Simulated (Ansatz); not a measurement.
# interstitial Li in Ge: molecular dynamics

Aim: see whether the interstitial stays in its void or moves on. The start is relaxed first. Runs: 190 steps of 1 fs under a Nosé-Hoover thermostat at 600 K; 200 steps of 15 fs at constant energy, with velocities drawn for 840 K. The host cell (diamond) has 16 atoms; the extra atom is the last.

Program: Ansatz 0.2.0. Level of theory: DFT PBE, plane waves, PAW, scalar-relativistic, no spin polarisation. These are calculated values, not measurements.

### Step 1. The system as given

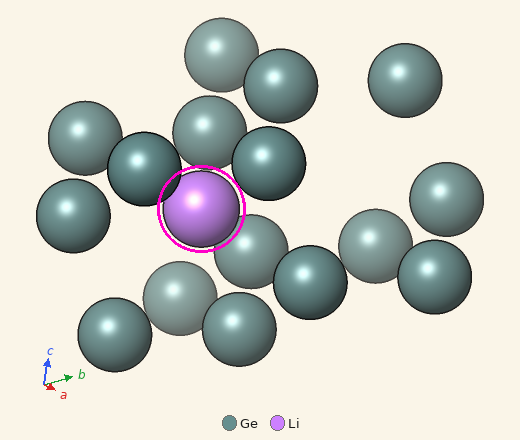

The starting structure, seen slightly off an axis (germanium teal, lithium purple). Each atom of the cell is drawn once, at one copy chosen for all pictures, so bonds across the cell's faces may be missing. Ringed: Li17.

Its coordinates follow in the input file.

### Step 2. Preparing the start

Contents of input.yaml:

```yaml
accuracy: low
crystal:
  lattice:
    - [0.0, 5.66, 5.66]
    - [5.66, 0.0, 5.66]
    - [5.66, 5.66, 0.0]
  atoms:
    - { symbol: Ge, position: [0.0, 0.0, 0.0] }
    - { symbol: Ge, position: [0.125, 0.125, 0.125] }
    - { symbol: Ge, position: [0.0, 0.0, 0.5] }
    - { symbol: Ge, position: [0.125, 0.125, 0.625] }
    - { symbol: Ge, position: [0.0, 0.5, 0.0] }
    - { symbol: Ge, position: [0.125, 0.625, 0.125] }
    - { symbol: Ge, position: [0.0, 0.5, 0.5] }
    - { symbol: Ge, position: [0.125, 0.625, 0.625] }
    - { symbol: Ge, position: [0.5, 0.0, 0.0] }
    - { symbol: Ge, position: [0.625, 0.125, 0.125] }
    - { symbol: Ge, position: [0.5, 0.0, 0.5] }
    - { symbol: Ge, position: [0.625, 0.125, 0.625] }
    - { symbol: Ge, position: [0.5, 0.5, 0.0] }
    - { symbol: Ge, position: [0.625, 0.625, 0.125] }
    - { symbol: Ge, position: [0.5, 0.5, 0.5] }
    - { symbol: Ge, position: [0.625, 0.625, 0.625] }
    - { symbol: Li, position: [0.865176, 0.8870685, 0.3735797] }
basis:
  ecutwfc: 420.0
kpoints:
  mp_grid: { grid: [2, 2, 2] }
hamiltonian:
  xc: pbe
scf:
  occupations: { method: fermi_dirac, width: 0.15 }
  lower_state_search: "off"
relax:
  f_tol: 0.08
  max_steps: 25
  adjacent_minimum: "off"
```

The run is started by

```sh
$ ansatz run input.yaml --threads 2 --pin off --max-ram 5120MiB --backend cpu --events-out ev --progress --plain --runs-dir out
```

What it wrote:

```text
Warning: RAYON_NUM_THREADS=2 ignored (pool sized by the plan → 2); use --threads N
band count auto-derived: 140 (N_el = 227.0; filled up to band 114; 137 by the electrons, moments and atoms)
Engine: ansatz 0.2.0, aarch64-unknown-linux-gnu
Pseudopotentials: kind: paw
Pseudopotential: Ge, paw, valence charge 14, recommended cutoff 420 eV (normal), Ge.paw.azcp
Pseudopotential: Li, paw, valence charge 3, recommended cutoff 420 eV (normal), Li.paw.azcp
Functional definition: PBE
  parameter kappa = 0.804
  parameter beta = 0.06672455060314922
  exchange = pbe_x(kappa = kappa, mu = beta*pi^2/3)
  correlation = pbe_c(beta = beta)
Crystal: 17 atoms, lattice volume = 362.643 Å³
Basis set: ecut = 420 eV, 7119 PW (Γ), exchange–correlation on 108×108×108 points (8 copies of the dense FFT grid, shifted against one another)
Bands: 140, of which v1, the nominal top of the filled ones, is band 114 counted from 1 (113 counted from 0)
Symmetry: 1 space group operations
Space group: P1 (ITA 1), of the structure as read, at distance tolerance 7.1e-5 Å
k-points: 8
Non-local potential: Ge, projectors of the file, l = 0: 2, l = 1: 2, l = 2: 3, l = 3: 1
Non-local potential: Li, projectors of the file, l = 0: 3, l = 1: 2, l = 2: 1
PAW form: soft (Blöchl's): semilocal exchange-correlation on the pseudo side does not see the compensation charge
PAW one-centre angular grid: Ge, 590 points (default); XC on 64 Gauss nodes
PAW one-centre angular grid: Li, 110 points (default); XC on 64 Gauss nodes
Initial density: superposition of atomic densities (neutral atoms: chi_scale 0, normalization atom), corrected by the library's trained network
Initial wavefunctions: pseudopotential atomic-orbital guess
Functional: x = pbe(κ = 0.804, μ = 0.2195149727645171), c = pbe(β = 0.06672455060314922)
SCF iter   1: F=—  HF=-68922.108464 eV  |F-HF|=—  |Δ(HF+E_count)|=         —  Δρ=1.77e-3  dr2=3.39e-2  ethr=1.77e-3  ⟨swp⟩=5.4  Hψ=3774  notcnv=0  defer=4
preconditioner: auto → LDOS  [metal: Δε(μ)=0.355 eV  Ē_g=22.770 eV  σ=0.150 eV  W_gap=0.50  n_scr=112 (ndim 8)  ℏωp=29.2 eV  f_vac=0.069  D(μ)=4.18/eV (n_scr^D=14)  β→1.0]
SCF iter   2: F=—  HF=-68922.102101 eV  |F-HF|=—  |Δ(HF+E_count)|=   6.36e-3  Δρ=2.06e-3  dr2=1.66e-2  ethr=1.49e-5  ⟨swp⟩=2.0  Hψ=2209  notcnv=0  defer=7
SCF iter   3: F=—  HF=-68922.092474 eV  |F-HF|=—  |Δ(HF+E_count)|=   9.63e-3  Δρ=2.42e-4  dr2=3.85e-4  ethr=7.30e-6  ⟨swp⟩=2.0  Hψ=2002  notcnv=0  defer=7
iter 4 did not close the SCF: its close was put off for the readings that it lacked (scf_convergence_deferred on its scf_iter line)
SCF iter   4: F=-68922.092442 eV  HF=-68922.092464 eV  |F-HF|=2.25e-5  |Δ(HF+E_count)|=   1.01e-5  Δρ=7.01e-5  dr2=3.64e-5  ethr=1.70e-7  ⟨swp⟩=2.0  Hψ=1998  notcnv=0  defer=7
iter 5 did not close the SCF: its close was put off for the readings that it lacked (scf_convergence_deferred on its scf_iter line)
SCF iter   5: F=-68922.092456 eV  HF=-68922.092464 eV  |F-HF|=7.67e-6  |Δ(HF+E_count)|=   1.85e-7  Δρ=3.24e-5  dr2=7.55e-6  ethr=1.60e-8  ⟨swp⟩=2.0  Hψ=2029  notcnv=0  defer=7
SCF iter   6: F=-68922.092462 eV  HF=-68922.092462 eV  |F-HF|=1.36e-7  |Δ(HF+E_count)|=   2.48e-6  Δρ=7.89e-6  dr2=1.88e-7  ethr=3.33e-9  ⟨swp⟩=1.0  Hψ=3154  notcnv=0
SCF 1 converged in 6 iterations: F = -68922.092462 eV  dr2 = 1.88e-7
relax step   1: F+E_penalty+E_count = -68922.09246170 eV  Δ(F+E_penalty+E_count) = +0.000e0 eV  max|allowed force component| = 5.074e-1 eV/Å  Δτ_max = 0.0000 Å  (6 SCF iters, dr2 threshold 1.00e-4 eV, accepted)
Initial density: handed on by an earlier stage of this run
Initial wavefunctions: those handed on with the density
iter 1 solved again at ethr=1.28e-5 eV; its pass at ethr=3.10e-3 eV (dr2=2.92e-2 eV) is discarded
SCF iter   1: F=—  HF=-68922.186260 eV  |F-HF|=—  |Δ(HF+E_count)|=         —  Δρ=2.78e-3  dr2=2.88e-2  ethr=1.28e-5  ⟨swp⟩=2.0  Hψ=3372  notcnv=0  defer=28
preconditioner: auto → LDOS  [metal: Δε(μ)=0.355 eV  Ē_g=22.729 eV  σ=0.150 eV  W_gap=0.47  n_scr=112 (ndim 8)  ℏωp=29.2 eV  f_vac=0.068  D(μ)=4.21/eV (n_scr^D=14)  β→1.0]
SCF iter   2: F=—  HF=-68922.185938 eV  |F-HF|=—  |Δ(HF+E_count)|=   3.22e-4  Δρ=1.17e-3  dr2=1.74e-2  ethr=1.27e-5  ⟨swp⟩=2.2  Hψ=1986  notcnv=0  defer=28
SCF iter   3: F=—  HF=-68922.181851 eV  |F-HF|=—  |Δ(HF+E_count)|=   4.09e-3  Δρ=2.91e-4  dr2=8.40e-4  ethr=7.68e-6  ⟨swp⟩=2.5  Hψ=1963  notcnv=0  defer=28
SCF iter   4: F=—  HF=-68922.181612 eV  |F-HF|=—  |Δ(HF+E_count)|=   2.39e-4  Δρ=6.07e-5  dr2=2.22e-5  ethr=3.70e-7  ⟨swp⟩=2.5  Hψ=2138  notcnv=0  defer=32
SCF iter   5: F=-68922.181609 eV  HF=-68922.181609 eV  |F-HF|=4.64e-7  |Δ(HF+E_count)|=   3.58e-6  Δρ=1.50e-5  dr2=6.64e-7  ethr=7.09e-9  ⟨swp⟩=4.0  Hψ=3210  notcnv=0
SCF 2 converged in 5 iterations: F = -68922.181609 eV  dr2 = 6.64e-7
relax step   2: F+E_penalty+E_count = -68922.18160900 eV  Δ(F+E_penalty+E_count) = -8.915e-2 eV  max|allowed force component| = 7.608e-2 eV/Å  Δτ_max = 0.0475 Å  (5 SCF iters, dr2 threshold 1.61e-5 eV, accepted)
iter 1 solved again at ethr=2.93e-10 eV; its pass at ethr=3.10e-3 eV (dr2=6.64e-7 eV) is discarded
SCF iter   1: F=—  HF=-68922.181655 eV  |F-HF|=—  |Δ(HF+E_count)|=         —  Δρ=1.50e-5  dr2=6.64e-7  ethr=2.93e-10  ⟨swp⟩=1.4  Hψ=2750  notcnv=0  defer=32
preconditioner: auto → LDOS  [metal: Δε(μ)=0.362 eV  Ē_g=22.724 eV  σ=0.150 eV  W_gap=0.48  n_scr=112 (ndim 8)  ℏωp=29.2 eV  f_vac=0.069  D(μ)=4.22/eV (n_scr^D=14)  β→1.0]
SCF iter   2: F=—  HF=-68922.181609 eV  |F-HF|=—  |Δ(HF+E_count)|=   4.55e-5  Δρ=7.40e-6  dr2=1.74e-7  ethr=2.92e-10  ⟨swp⟩=2.0  Hψ=2042  notcnv=0  defer=32
SCF iter   3: F=-68922.181609 eV  HF=-68922.181609 eV  |F-HF|=5.35e-8  |Δ(HF+E_count)|=   1.05e-7  Δρ=3.23e-6  dr2=3.36e-8  ethr=4.41e-11  ⟨swp⟩=4.0  Hψ=3246  notcnv=0
SCF 3 converged in 3 iterations: F = -68922.181609 eV  dr2 = 3.36e-8
relax step   3: F+E_penalty+E_count = -68922.18160923 eV  Δ(F+E_penalty+E_count) = -2.289e-7 eV  max|allowed force component| = 7.613e-2 eV/Å  Δτ_max = 0.0000 Å  (3 SCF iters, accepted)
SCF converged after 3 iterations
Free energy (F): -68922.181609 eV
Harris-Foulkes:  -68922.181609 eV  (|F-HF|=5.35e-8)
Internal energy: -68921.858070 eV  (E = F + TS)
E sigma→0 (E₀):  -68922.019839 eV
Entropy (-TS):   -0.323540 eV (-19.032 meV/atom)
Fermi energy:    9.011211 eV
--- Per-component energies (eV) ---
  E_band       = -2393.267998
  E_kinetic    = 1819.443010
  E_local      = -39419.172965  (includes V_loc(G=0)·N_el)
  E_nonlocal   = 6666.181138
  E_hartree    = 17308.374525
  E_xc         = -1225.783642
  E_vxc        = -1055.452138  (∫ρ·V_xc dr)
  E_paw        = -32339.558800  (= ΣΔE_a)
  E_vpaw       = -5021.021976  (= ΣTr[D̂ρ^β])
  E_aug_tail   = 0.005743  (compensation charges beyond the density's cutoff)
  E_ewald      = -21731.347079
  E_smearing   = -0.323540  (= −TS)
  E_closure    = 0.000000  (closes the sum)
  Σ components = -68922.181609   (vs F -68922.181609, Δ=0.00e0)
--- Forces (eV/Å), atoms counted from 1 ---
  atom   1  Ge     0.01900886    -0.01083058     0.00009108
  atom   2  Ge    -0.00817115     0.00720594     0.02526586
  atom   3  Ge     0.00927172    -0.02044295    -0.00065866
  atom   4  Ge    -0.00236274     0.00250054     0.00011433
  atom   5  Ge    -0.06289557     0.06325354     0.05430075
  atom   6  Ge    -0.03678332    -0.00906619     0.01462683
  atom   7  Ge     0.01868978    -0.01937408     0.00984316
  atom   8  Ge     0.00878659     0.03719948     0.01394624
  atom   9  Ge     0.06524612    -0.06487286     0.07003875
  atom  10  Ge     0.00149140    -0.02177003    -0.01115630
  atom  11  Ge     0.02936526    -0.03017021    -0.00923377
  atom  12  Ge     0.02202220    -0.00177030    -0.01184286
  atom  13  Ge    -0.06854207    -0.05466623    -0.06384636
  atom  14  Ge     0.00371054    -0.00389937     0.00144624
  atom  15  Ge     0.05463013     0.06848545    -0.06343156
  atom  16  Ge     0.01832092    -0.01792037    -0.03226271
  atom  17  Li    -0.07178307     0.07613144     0.00276118
  max |Σ_I F_I| component: 6.79e-6 eV/Å
--- Relaxed structure (3 steps of the walk, 3 accepted, 0 SCFs on fresh bases) ---
  F+E_penalty+E_count = -68922.18160923 eV   max|allowed force component| = 7.613e-2 eV/Å
  atoms:
    - { symbol: Ge, position: [0.002276479533866145, 0.0019308526361402974, -0.006303736464610839] }
    - { symbol: Ge, position: [0.12699482091331327, 0.12719589153382937, 0.12290279198259563] }
    - { symbol: Ge, position: [0.0022428743868417767, 0.0019055560129917948, 0.502075894422962] }
    - { symbol: Ge, position: [0.12377419110698784, 0.12673661286872429, 0.6247066269525883] }
    - { symbol: Ge, position: [-0.00325612969192815, 0.501336975630826, 0.0009501134914035592] }
    - { symbol: Ge, position: [0.12672753041264548, 0.6233375843480992, 0.12310211540112281] }
    - { symbol: Ge, position: [0.0014653880673258513, 0.4958491832731742, 0.5013458234303473] }
    - { symbol: Ge, position: [0.12671438029278154, 0.6233525010482495, 0.6268135733492339] }
    - { symbol: Ge, position: [0.5012268388184127, -0.0042293226447652765, 0.0014927614934546751] }
    - { symbol: Ge, position: [0.6226773611087201, 0.1273677550537329, 0.12266353687422965] }
    - { symbol: Ge, position: [0.4927347957660439, 0.0022525104281499453, 0.5025131921265992] }
    - { symbol: Ge, position: [0.6226899145783507, 0.12735693983602836, 0.6272738933347513] }
    - { symbol: Ge, position: [0.5009023282812766, 0.5015360834383416, 0.001176858590200336] }
    - { symbol: Ge, position: [0.6254280604295115, 0.6244287290964294, 0.1250845327113117] }
    - { symbol: Ge, position: [0.5008868992181459, 0.501523105653461, 0.496409883756757] }
    - { symbol: Ge, position: [0.6228883444237472, 0.6230807501426967, 0.6270125539136472] }
    - { symbol: Li, position: [0.8688019223539569, 0.88210679164389, 0.37435928463340606] }
```

Wall time 25 s (2 threads of Arm Neoverse V1, shared host); peak memory 0.95 GiB.

The steps of the relaxation:

| step | energy from step 1 (eV/cell) | largest force component (eV/Å) |
| --- | --- | --- |
| 1 | 0.0000 | 0.5074 |
| 2 | -0.0891 | 0.0761 |
| 3 | -0.0891 | 0.0761 |

Step 1 is the start. Step 3 solves the same geometry again.

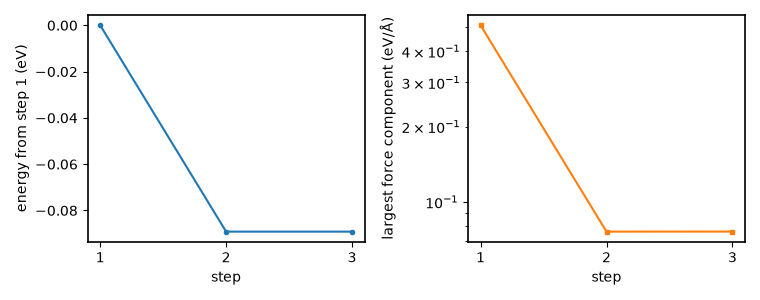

How energy and force went from step to step.

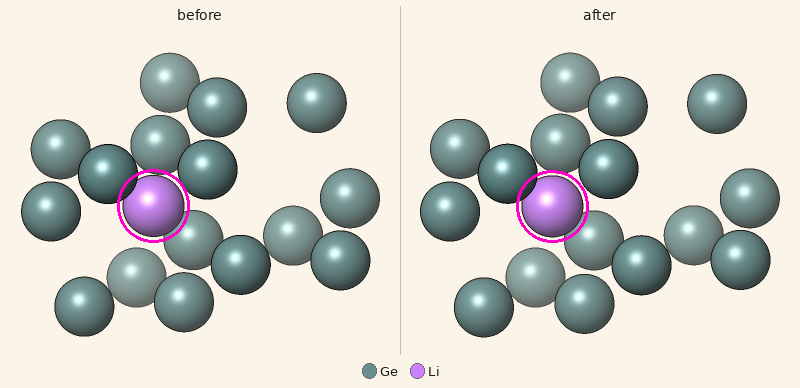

The structure before (left) and after (right), drawn at the same scale. Each atom of the cell is drawn once, at one copy chosen for all pictures, so bonds across the cell's faces may be missing.

Largest move: Ge11, 0.05 Å.

### Step 3. Run 1

190 steps of 1 fs under a Nosé-Hoover thermostat at 600 K, from the relaxed start.

Contents of input.yaml:

```yaml
accuracy: low
crystal:
  lattice:
    - [0.0, 5.66, 5.66]
    - [5.66, 0.0, 5.66]
    - [5.66, 5.66, 0.0]
  atoms:
    - { symbol: Ge, position: [0.00227648, 0.00193085, -0.00630374] }
    - { symbol: Ge, position: [0.12699482, 0.12719589, 0.12290279] }
    - { symbol: Ge, position: [0.00224287, 0.00190556, 0.50207589] }
    - { symbol: Ge, position: [0.12377419, 0.12673661, 0.62470663] }
    - { symbol: Ge, position: [-0.00325613, 0.50133698, 0.00095011] }
    - { symbol: Ge, position: [0.12672753, 0.62333758, 0.12310212] }
    - { symbol: Ge, position: [0.00146539, 0.49584918, 0.50134582] }
    - { symbol: Ge, position: [0.12671438, 0.6233525, 0.62681357] }
    - { symbol: Ge, position: [0.50122684, -0.00422932, 0.00149276] }
    - { symbol: Ge, position: [0.62267736, 0.12736776, 0.12266354] }
    - { symbol: Ge, position: [0.4927348, 0.00225251, 0.50251319] }
    - { symbol: Ge, position: [0.62268991, 0.12735694, 0.62727389] }
    - { symbol: Ge, position: [0.50090233, 0.50153608, 0.00117686] }
    - { symbol: Ge, position: [0.62542806, 0.62442873, 0.12508453] }
    - { symbol: Ge, position: [0.5008869, 0.50152311, 0.49640988] }
    - { symbol: Ge, position: [0.62288834, 0.62308075, 0.62701255] }
    - { symbol: Li, position: [0.86880192, 0.88210679, 0.37435928] }
basis:
  ecutwfc: 420.0
kpoints:
  mp_grid: { grid: [2, 2, 2] }
hamiltonian:
  xc: pbe
scf:
  occupations: { method: fermi_dirac, width: 0.15 }
  lower_state_search: "off"
md:
  timestep: 1
  n_steps: 190
  ensemble: nvt_nose_hoover
  temperature: 600.0
  initial_velocities: maxwell_boltzmann
  seed: 681577
  nose_hoover: { tau: 100.0, chain_length: 3 }
```

The run is started by

```sh
$ ansatz run input.yaml --threads 2 --pin off --max-ram 5120MiB --backend cpu --events-out ev --progress --plain --runs-dir out
```

What it wrote, cut to the lines that bear on the results:

```text
Warning: md: disabling space-group detection — thermal motion breaks the input geometry's symmetry, so no spatial operation reduces the k-mesh or symmetrises the density; time reversal is kept, so that k and −k are solved as one point where they differ and the mesh holds both, and exact [...]
Warning: RAYON_NUM_THREADS=2 ignored (pool sized by the plan → 2); use --threads N
band count auto-derived: 140 (N_el = 227.0; filled up to band 114; 137 by the electrons, moments and atoms)
[...]
[... 2 set-up lines as earlier in the session ...]
[...]
md step    22: t =    22.00 fs  T =   260.7 K  F+E_penalty+E_count = -68921.47517508 eV  E_kin = 0.539122 eV  conserved = -68920.94028417 eV  (3 SCF iters)
[...]
md step    33: t =    33.00 fs  T =   142.5 K  F+E_penalty+E_count = -68921.22379114 eV  E_kin = 0.294791 eV  conserved = -68920.94020069 eV  (3 SCF iters)
[...]
md step    42: t =    42.00 fs  T =   185.1 K  F+E_penalty+E_count = -68921.30244833 eV  E_kin = 0.382868 eV  conserved = -68920.94030324 eV  (4 SCF iters)
md step    43: t =    43.00 fs  T =   195.8 K  F+E_penalty+E_count = -68921.32299748 eV  E_kin = 0.404997 eV  conserved = -68920.94031899 eV  (2 SCF iters)
```

### Step 4. More of the same log: dynamics from the start

The log, continued, cut to the lines that bear on the results:

```text
md step    44: t =    44.00 fs  T =   207.3 K  F+E_penalty+E_count = -68921.34505860 eV  E_kin = 0.428792 eV  conserved = -68920.94033482 eV  (2 SCF iters)
[...]
md step    64: t =    64.00 fs  T =   443.1 K  F+E_penalty+E_count = -68921.75697466 eV  E_kin = 0.916328 eV  conserved = -68920.94050332 eV  (2 SCF iters)
[...]
  atom   4  Ge     0.30066970    -0.99618613    -0.42022691
  atom   5  Ge     0.59643845    -0.57487912     0.37436114
  atom   6  Ge     0.02229770     0.34462767    -0.29920150
  atom   7  Ge    -0.25550760     0.42825890     1.09248815
  atom   8  Ge     0.22857306    -0.49828270     0.18077736
[...]
--- MD trajectory: 190 steps, t = 0.0 → 190.0 fs ---
  final state: T = 369.4 K   F+E_penalty+E_count = -68921.08617932 eV   E_kin = 0.764055 eV
  conserved energy: peak-to-peak 5.175e-4 eV (3.044e-5 eV/atom) over 190.0 fs
```

It took 24 min on 2 threads of Arm Neoverse V1, shared host; peak memory 1.1 GiB.

[end of part 1 of 3]
